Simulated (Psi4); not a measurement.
# BCl (SMILES [B]Cl), run twice

Wanted: the energy of BCl, MP4/cc-pVTZ.

The calculation is run with Psi4 1.11.

3 further runs of the same task are left out: 3 set aside as unsound or not needed.

### Step 1. The molecule

The species is BCl (2 atoms), meant as a singlet with charge 0. SMILES: `[B]Cl`. The coordinates come from a GFN2-xTB relaxation.

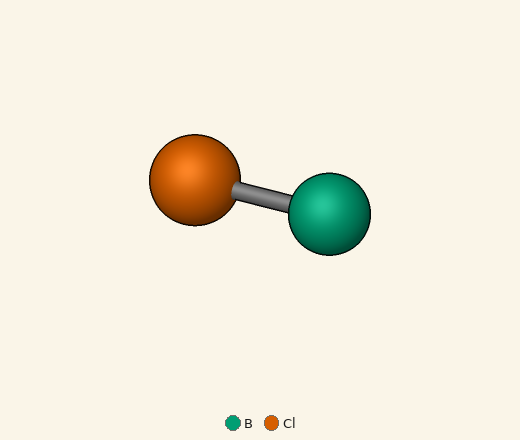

The structure, seen from a chosen angle (boron teal, chlorine orange).

### Step 2. First attempt

File run.py:

```python
import psi4

psi4.set_memory(1600000000)
psi4.set_num_threads(1)
psi4.core.set_output_file('bcl.out', False)

m = psi4.geometry("""
0 1
B      0.000000     0.000000     0.000000
Cl     0.000000     0.000000     1.578530
symmetry c1
""")

psi4.set_options({
    'basis': 'cc-pVTZ',
    'scf_type': 'pk',
    'freeze_core': True,
    'docc': [10],
})

e, wfn = psi4.energy('mp4', return_wfn=True)
print(f'mp4 energy: {e:.10f} Eh')
```

Command:

```sh
$ python run.py
```

bcl.out:

```text
=> Loading Basis Set <=

    Name: CC-PVTZ
    Role: ORBITAL
    Keyword: BASIS
```

The script printed:

```text
Traceback (most recent call last):
  File "run.py", line 21, in <module>
    e, wfn = psi4.energy('mp4', return_wfn=True)
RuntimeError:
Fatal Error: Got 10 alpha electrons, expected 11.
DOCC and SOCC must specify the occupation of all electrons or none.
```

It took 1.3 s on 1 thread of Intel Xeon Platinum 8275CL at 3.00GHz (Skylake/Cascade Lake), shared host; peak memory 0.13 GiB.

### Step 3. Diagnosis

The input was rejected.

The log says `Fatal Error: Got 10 alpha electrons, expected 11.`. What is wrong: the orbital occupation or active space doesn't match the electron count or the lowest state. To mend it: docc at its default in place of (10).

### Step 4. Try two

File calc.py:

```python
import psi4

psi4.set_memory('1600 MB')
psi4.set_num_threads(1)
psi4.core.set_output_file('bcl.out', False)

mol = psi4.geometry("""
0 1
B      0.000000     0.000000     0.000000
Cl     0.000000     0.000000     1.578530
symmetry c1
""")

options = {'basis': 'cc-pVTZ', 'scf_type': 'pk', 'freeze_core': True}
psi4.set_options(options)

result, w = psi4.energy('mp4', return_wfn=True)
print(f'mp4 energy: {result:.10f} Eh')
```

Command:

```sh
$ python calc.py
```

bcl.out:

```text
[...]
  Running in c1 symmetry.
[...]
  Nuclear repulsion =   28.494905327709958
[...]
  Multiplicity = 1
[...]
  Nalpha       = 11
  Nbeta        = 11
[...]
    Number of basis functions: 64
[...]
   @RHF iter   1:  -484.13602342727245   -3.12763e-01   1.71395e-03 DIIS/ADIIS
[...]
   @RHF iter  10:  -484.14489476547476   -1.64846e-12   1.77503e-09 DIIS
[...]
    Orbital Energies [Eh]
    ---------------------
    Doubly Occupied:
       1A   -104.890923     2A    -10.623590     3A     -8.089773
       4A     -8.088196     5A     -8.088196     6A     -7.688227
       7A     -1.201266     8A     -0.695029     9A     -0.550570
      10A     -0.550570    11A     -0.362204
[...]
  @RHF Final Energy:  -484.14489476547476
   => Energetics <=
    Nuclear Repulsion Energy =             28.4949053277099580
    One-Electron Energy =                -723.6225116642277726
    Two-Electron Energy =                 210.9827115710431258
    Total Energy =                       -484.1448947654747030
[...]
 Multipole Moments:
 ------------------------------------------------------------------------------------
     Multipole            Electronic (a.u.)      Nuclear  (a.u.)        Total (a.u.)
 ------------------------------------------------------------------------------------
 L = 1.  Multiply by 2.5417464519 to convert [e a0] to [Debye]
 Dipole X            :          0.0000000            0.0000000            0.0000000
 Dipole Y            :          0.0000000            0.0000000            0.0000000
 Dipole Z            :          0.1465322            0.7989079            0.9454402
 Magnitude           :                                                    0.9454402
[...]
      * MP2 total energy:                   -484.405224675726
[...]
      * MP3 total energy:                   -484.430307258888
[...]
```

On the terminal:

```text
mp4 energy: -484.4441973789 Eh
```

It took 6.3 s on 1 thread of Intel Xeon Platinum 8275CL at 3.00GHz (Skylake/Cascade Lake), shared host; peak memory 0.42 GiB.

### Step 5. Outcome

At MP4/cc-pVTZ:

| quantity | value |
| --- | --- |
| total energy | -484.44420 Eh |
| HOMO energy (Hartree–Fock orbitals) | -9.86 eV |
| LUMO energy (Hartree–Fock orbitals) | 2.17 eV |
| HOMO–LUMO gap (Hartree–Fock orbitals) | 12.02 eV |
| correlation energy (6 core orbitals frozen) | -299.3 mEh |
